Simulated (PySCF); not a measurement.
System: C3H7Cl3Ge (Ge(iPr)Cl3).

The calculation's input:

```
{"job": {"kind": "uv", "xc": "B3LYP", "basis": "def2-SVPD", "ip": false, "nstates": 15}, "charge": 0, "multiplicity": 1}
Ge     0.204423     0.333143    -1.591128
C      0.165606     0.323105     0.358369
C      0.963492    -0.866381     0.879156
C     -1.273229     0.358858     0.857568
H      0.679381     1.263044     0.626937
H      1.998854    -0.860204     0.507413
H      0.499104    -1.818574     0.578030
H      0.996111    -0.845682     1.980266
H     -1.287948     0.406009     1.958563
H     -1.819473     1.233359     0.473806
H     -1.820669    -0.547461     0.554046
Cl     2.223067     0.336858    -2.322980
Cl    -0.785388     2.049809    -2.418756
Cl    -0.762772    -1.409703    -2.398081
```

Run with:

```sh
OMP_NUM_THREADS=1 python probes_run.py task.json out
```

Geometry: PBE0-D3(BJ)/def2-SVP.

These are results of B3LYP/def2-SVPD, SCF density, gas phase in PySCF, not measurements.

Predict the electron density and electron localisation function between the atoms.

C–C (1.52 Å): the density is about 1.6 e/Å³ at the midpoint; the ELF peaks at about 0.95 between the atoms; a covalent bond.
C–Ge (1.95 Å): ρ is about 0.92 e/Å³ halfway; the ELF peaks at about 0.90 in the valence shell of C, 0.7 Å from its nucleus, and is about 0.75 at the midpoint.
Ge–Cl (2.15 Å): ρ is about 0.75 e/Å³ halfway; the ELF peaks at about 0.85 in the valence shell of Cl, 0.8 Å from its nucleus, and is about 0.65 at the midpoint.
C–H (1.10 Å): ρ at the midpoint is about 1.9 e/Å³; the ELF climbs to about 1 towards the hydrogen, as it does in any bond to H; an ordinary covalent bond to hydrogen.

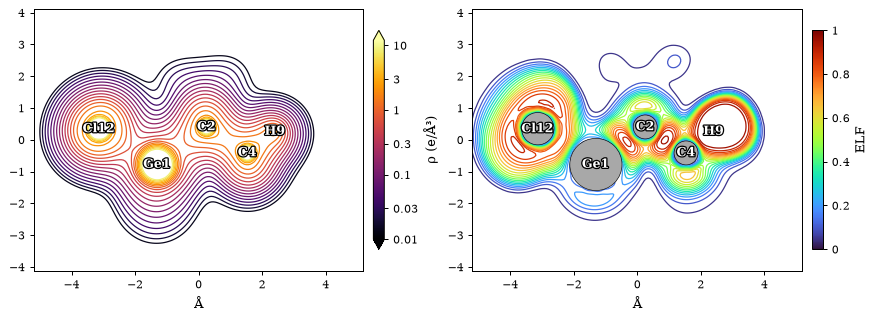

Computed electron density and electron localisation function on the plane of atoms C2, Ge1 and Cl12, in this order. Grey discs cover the atomic cores in the ELF map. 
